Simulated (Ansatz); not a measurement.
**SiH4 (triplet): correlated methods under varied settings at distance Si1–H2 = 1.660 Å**

What do other methods and options give for SiH4 (triplet) at this geometry, and how long do they take?

Method: the settings change from run to run; program: Ansatz 0.2.0, Gaussian basis.

19 further runs of the same task are left out: 12 that didn't finish, 7 set aside as unsound or not needed.

### 1 What is computed

The geometry derives from a PBE0/def2-TZVP stationary point (not a proven minimum). One bond is set to the value named and the two fragments are kept rigid.

5 atoms, charge 0, spin multiplicity 3.

Atoms are counted from 1 here; the program's logs count them from 0.

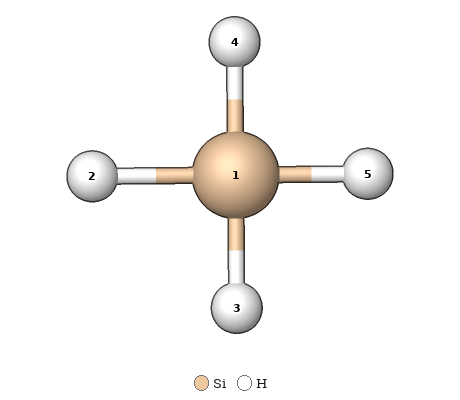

The geometry (silicon light orange, hydrogen white); atoms are numbered from 1 in the order of the file.

### 2 MRCISD+Q(6,7)/6-31G

Input file in.yaml:

```yaml
crystal:
  periodic: [false, false, false]
  atoms:
    - {symbol: Si, position_ang: [0.000031, -0.002910, -0.002890]}
    - {symbol: H, position_ang: [-0.012479, 1.174933, 1.166780]}
    - {symbol: H, position_ang: [-0.016466, -1.080543, 1.082097]}
    - {symbol: H, position_ang: [0.016528, 1.074722, -1.087877]}
    - {symbol: H, position_ang: [0.011556, -1.088017, -1.080466]}
basis:
  gaussian: {orbitals: 6-31G, point_charges: [{charge: 1.00, position_ang: [3.650, 0.065, 0.047]}]}
magnetization: {spin_polarized: false, initial_magnetization: 2}
correlation: {method: fic_mrcisd_q, electrons: outside_noble_gas, active_space: {window: {electrons: 6, orbitals: 7}}}
```

Launch:

```console
> ansatz run in.yaml --threads 1 --pin off --events-out ev --progress --plain --max-ram 2393MiB
```

The program printed:

```text
Functional definition: HF
  name "HF"
  cite "Fock, Z. Phys. 61, 126 (1930) doi:10.1007/BF01340294"
  parent pbe
  exchange = exact_x
  correlation = 0
268 factors; integrals over basis functions are off by at most 2.0e-4 eV
mean field evaluation 1: about -7918.1856 eV, gradient 7.3e0 eV
mean field evaluation 2: about -7918.1868 eV, gradient 7.2e0 eV
mean field evaluation 4: about -7918.4846 eV, gradient 3.6e-1 eV
mean field evaluation 8: about -7918.4882 eV, gradient 1.6e-5 eV
mean field -7918.48817952 eV, -290.9990732534 hartree, gradient 2.5e-6 eV, S^2 2.000000; 0 other end points of the search recorded, 0 dependent functions left out
reference -7918.48817952 eV, -290.9990732534 hartree; 10, 8 occupied and 11, 13 virtual orbitals, 268 factors
state -7919.87332142 eV, -291.0499762792 hartree
contracted CI cycle   1: correlation 0.00000000 eV, 0.0000000000 hartree, residual 7.04e0 eV
contracted CI cycle   2: correlation -1.10268762 eV, -0.0405230228 hartree, residual 2.18e0 eV
contracted CI cycle   3: correlation -1.20867783 eV, -0.0444180910 hartree, residual 8.89e-1 eV
contracted CI cycle   4: correlation -1.22547656 eV, -0.0450354330 hartree, residual 3.23e-1 eV
contracted CI cycle   5: correlation -1.22747734 eV, -0.0451089601 hartree, residual 9.49e-2 eV
contracted CI cycle   6: correlation -1.22764614 eV, -0.0451151635 hartree, residual 2.97e-2 eV
contracted CI cycle   7: correlation -1.22766296 eV, -0.0451157816 hartree, residual 9.66e-3 eV
contracted CI cycle   8: correlation -1.22766489 eV, -0.0451158526 hartree, residual 3.46e-3 eV
contracted CI cycle   9: correlation -1.22766512 eV, -0.0451158610 hartree, residual 1.12e-3 eV
state -7919.87332142 eV, -291.0499762792 hartree; corrected -7921.15106455 eV, -291.0969324733 hartree
Total energy: -7921.15106455 eV, -291.0969324733 hartree
```

Wall time 5.5 s (1 thread of Arm Neoverse V1, shared host).

From the report: 1,225 determinants; active occupations 1.96, 1.96, 1.00, 1.00, 0.05, 0.02, 0.01.

### 3 CASSCF(12,8)/6-31G

in.yaml, as its differences from that of step 2:

```diff
@@ -9,4 +9,6 @@
 basis:
-  gaussian: {orbitals: 6-31G, point_charges: [{charge: 1.00, position_ang: [3.650, 0.065, 0.047]}]}
+  gaussian: {orbitals: 6-31G}
 magnetization: {spin_polarized: false, initial_magnetization: 2}
-correlation: {method: fic_mrcisd_q, electrons: outside_noble_gas, active_space: {window: {electrons: 6, orbitals: 7}}}
+hamiltonian: {pseudopotentials: {relativity: scalar}}
+correlation: {active_space: {window: {electrons: 12, orbitals: 8}}}
+output: {forces: true}
```

Launched as before.

The program printed (excerpt; [...] marks lines left out):

```text
Functional definition: HF
  name "HF"
  cite "Fock, Z. Phys. 61, 126 (1930) doi:10.1007/BF01340294"
  parent pbe
[...]
271 factors; integrals over basis functions are off by at most 2.0e-4 eV
[...]
mean field -7933.01029436 eV, -291.5327511304 hartree, gradient 1.6e-6 eV, S^2 2.000000; 0 other end points of the search recorded, 0 dependent functions left out
reference -7933.01029436 eV, -291.5327511304 hartree; 10, 8 occupied and 11, 13 virtual orbitals, 271 factors
state -7933.70694004 eV, -291.5583523869 hartree
[...]
WARN: the results are in doubt because the forces break the atoms' symmetry
Total energy: -7933.70694004 eV, -291.5583523869 hartree
Relativity: scalar
Atom 0 at     0.000031    -0.002910    -0.002890 Å, force    -0.005496    -1.118537     0.229435 eV/Å
Atom 1 at    -0.012479     1.174933     1.166780 Å, force     0.001749    -0.072161    -0.147454 eV/Å
Atom 2 at    -0.016466    -1.080543     1.082097 Å, force    -0.001356     0.456206     0.183944 eV/Å
Atom 3 at     0.016528     1.074722    -1.087877 Å, force     0.003152     0.595341    -0.139621 eV/Å
Atom 4 at     0.011556    -1.088017    -1.080466 Å, force     0.001951     0.139150    -0.126304 eV/Å
Dipole moment:    -0.000118     0.103509     0.027065 e Å
In doubt: the forces break the atoms' symmetry
```

Run time: 2.4 s. Hardware: 1 thread of Arm Neoverse V1, shared host.

From the report: 784 determinants; active occupations 2.00, 2.00, 2.00, 1.99, 1.96, 1.00, 1.00, 0.04. The program marks this result as in doubt; its last lines say why.

### 4 CCSD(T) on ROHF/aug-cc-pVDZ

in.yaml, as its differences from that of step 3:

```diff
@@ -9,6 +9,4 @@
 basis:
-  gaussian: {orbitals: 6-31G}
+  gaussian: {orbitals: aug-cc-pVDZ}
 magnetization: {spin_polarized: false, initial_magnetization: 2}
-hamiltonian: {pseudopotentials: {relativity: scalar}}
-correlation: {active_space: {window: {electrons: 12, orbitals: 8}}}
-output: {forces: true}
+correlation: {method: ccsd_t, electrons: valence, diis_vectors: 2}
```

Same command.

The program printed (excerpt; [...] marks lines left out):

```text
Functional definition: HF
  name "HF"
  cite "Fock, Z. Phys. 61, 126 (1930) doi:10.1007/BF01340294"
  parent pbe
[...]
612 factors; integrals over basis functions are off by at most 9.6e-4 eV
[...]
mean field -7919.72625875 eV, -291.0445718260 hartree, gradient 1.4e-6 eV, S^2 2.000000; 3 other end points of the search recorded, 0 dependent functions left out
determinant -7919.72625875 eV, -291.0445718260 hartree, with singles and doubles -7924.34834841 eV, -291.2144304880 hartree
determinant -7916.51632282 eV, -290.9266088562 hartree, with singles and doubles -7921.21880709 eV, -291.0994219657 hartree
5 core orbitals not correlated: weight in the atoms' cores, before any rotation towards them, 1.000 or more for the frozen orbitals, at most 0.000 for the correlated occupied ones
reference -7919.72625875 eV, -291.0445718260 hartree; 5, 3 occupied and 53, 55 virtual orbitals, 612 factors
second order -3.60597408 eV of doubles, -0.11582428 eV of singles
cycle   1  -4.58641602 eV  change   -1.3e-1 eV  update   1.6e-2
[...]
cycle  10  -4.59366670 eV  change   -8.6e-8 eV  update   5.2e-6
perturbative correction -0.15008281 eV, -0.0055154416 hartree
Total energy: -7924.47000826 eV, -291.2189014050 hartree
```

Run time: 2.4 s. Hardware: 1 thread of Arm Neoverse V1, shared host.

From the report: correlation -4.7437 eV; T1 0.024; largest double amplitude 0.06.

### 5 BCCD on ROHF/def2-SVP

in.yaml, as its differences from that of step 4:

```diff
@@ -9,4 +9,6 @@
 basis:
-  gaussian: {orbitals: aug-cc-pVDZ}
+  gaussian: {orbitals: def2-SVP}
 magnetization: {spin_polarized: false, initial_magnetization: 2}
-correlation: {method: ccsd_t, electrons: valence, diis_vectors: 2}
+correlation: {method: bccd, electrons: valence}
+scf: {omitted_lower_state_checks: [cluster_reference]}
+output: {forces: true}
```

Same command.

The program printed (excerpt; [...] marks lines left out):

```text
Functional definition: HF
  name "HF"
  cite "Fock, Z. Phys. 61, 126 (1930) doi:10.1007/BF01340294"
  parent pbe
[...]
375 factors; integrals over basis functions are off by at most 1.2e-3 eV
[...]
mean field -7917.24100489 eV, -290.9532404311 hartree, gradient 2.3e-6 eV, S^2 2.000000; 2 other end points of the search recorded, 0 dependent functions left out
5 core orbitals not correlated: weight in the atoms' cores, before any rotation towards them, 1.000 or more for the frozen orbitals, at most 0.000 for the correlated occupied ones
reference -7917.24100489 eV, -290.9532404311 hartree; 5, 3 occupied and 28, 30 virtual orbitals, 375 factors
second order -3.33008324 eV of doubles, -0.10911406 eV of singles
cycle   1  -4.05471353 eV  change   -6.1e-1 eV  update   6.3e-2
[...]
cycle  13  -4.28876580 eV  change    6.4e-7 eV  update   5.0e-7
[...]
Total energy: -7921.52977069 eV, -291.1108496672 hartree
Atom 0 at     0.000031    -0.002910    -0.002890 Å, force    -0.005404     0.508796     0.505265 eV/Å
Atom 1 at    -0.012479     1.174933     1.166780 Å, force     0.008486    -0.799012    -0.793467 eV/Å
Atom 2 at    -0.016466    -1.080543     1.082097 Å, force    -0.000344     0.235455     0.067437 eV/Å
Atom 3 at     0.016528     1.074722    -1.087877 Å, force    -0.002891     0.069061     0.234966 eV/Å
Atom 4 at     0.011556    -1.088017    -1.080466 Å, force     0.000152    -0.014300    -0.014201 eV/Å
Dipole moment:    -0.000231     0.021723     0.021572 e Å
Checks for a lower state left out: cluster_reference
```

It took 1.6 s on 1 thread of Arm Neoverse V1, shared host.

From the report: correlation -4.2888 eV; largest double amplitude 0.07.

### 6 BCCD on ROHF/6-31++G**

in.yaml, as its differences from that of step 5:

```diff
@@ -9,6 +9,7 @@
 basis:
-  gaussian: {orbitals: def2-SVP}
+  gaussian: {orbitals: "6-31++G**", point_charges: [{charge: -0.50, position_ang: [4.535, 0.337, -0.263]}]}
 magnetization: {spin_polarized: false, initial_magnetization: 2}
-correlation: {method: bccd, electrons: valence}
-scf: {omitted_lower_state_checks: [cluster_reference]}
+hamiltonian: {pseudopotentials: {relativity: none}}
+correlation: {method: bccd, electrons: outside_noble_gas}
+scf: {lower_state_search: full}
 output: {forces: true}
```

The command is unchanged.

The program printed (excerpt; [...] marks lines left out):

```text
Functional definition: HF
  name "HF"
  cite "Fock, Z. Phys. 61, 126 (1930) doi:10.1007/BF01340294"
  parent pbe
[...]
419 factors; integrals over basis functions are off by at most 7.6e-4 eV
[...]
mean field -7919.30219874 eV, -291.0289879080 hartree, gradient 1.0e-6 eV, S^2 2.000000; 5 other end points of the search recorded, 0 dependent functions left out
[...]
determinant -7919.30219874 eV, -291.0289879080 hartree, with singles and doubles -7923.30830995 eV, -291.1762097794 hartree
determinant -7916.25719870 eV, -290.9170862206 hartree, with singles and doubles -7920.36713646 eV, -291.0681236473 hartree
5 core orbitals not correlated: weight in the atoms' cores, before any rotation towards them, 1.000 or more for the frozen orbitals, at most 0.000 for the correlated occupied ones
reference -7919.30219874 eV, -291.0289879080 hartree; 5, 3 occupied and 37, 39 virtual orbitals, 419 factors
second order -3.07903016 eV of doubles, -0.10442542 eV of singles
cycle   1  -3.96573506 eV  change   -1.7e-1 eV  update   1.7e-2
[...]
cycle  12  -3.97277619 eV  change    1.8e-7 eV  update   6.1e-7
[...]
Total energy: -7923.27497493 eV, -291.1749847400 hartree
Atom 0 at     0.000031    -0.002910    -0.002890 Å, force    -0.297222     0.411049     0.433651 eV/Å
Atom 1 at    -0.012479     1.174933     1.166780 Å, force     0.077672    -0.825767    -0.829195 eV/Å
Atom 2 at    -0.016466    -1.080543     1.082097 Å, force     0.083356     0.344742    -0.027939 eV/Å
Atom 3 at     0.016528     1.074722    -1.087877 Å, force     0.080056    -0.021263     0.341098 eV/Å
Atom 4 at     0.011556    -1.088017    -1.080466 Å, force     0.068080     0.090211     0.080889 eV/Å
Dipole moment:     0.136547     0.029412     0.014215 e Å
```

Run time: 3.4 s. Hardware: 1 thread of Arm Neoverse V1, shared host.

From the report: correlation -3.9728 eV; largest double amplitude 0.07.

### 7 All runs side by side

 † marks a result that the program doubts.

```csv
level,correlated,functions,energy (eV),time
"MRCISD+Q(6,7)/6-31G (beside a point charge)",outside noble gas,21,-7921.1511,5.5 s
"CASSCF(12,8)/6-31G (relativity set) †",,21,-7933.7069,2.4 s
CCSD(T) on ROHF/aug-cc-pVDZ,valence,63,-7924.4700,2.4 s
BCCD on ROHF/def2-SVP,valence,38,-7921.5298,1.6 s
BCCD on ROHF/6-31++G** (beside a point charge),outside noble gas,47,-7923.2750,3.4 s
```

### 8 Outcome

```
quantity                                               value
    runs                                                   5
quickest                        BCCD on ROHF/def2-SVP, 1.6 s
 slowest  MRCISD+Q(6,7)/6-31G (beside a point charge), 5.5 s
```

**Reading.** Total energies in different bases, with other cores or another treatment of relativity can't be set against each other. MRCISD+Q(6,7)/6-31G (beside a point charge) took 3 times as long as BCCD on ROHF/def2-SVP; the jobs differ in more than the method.
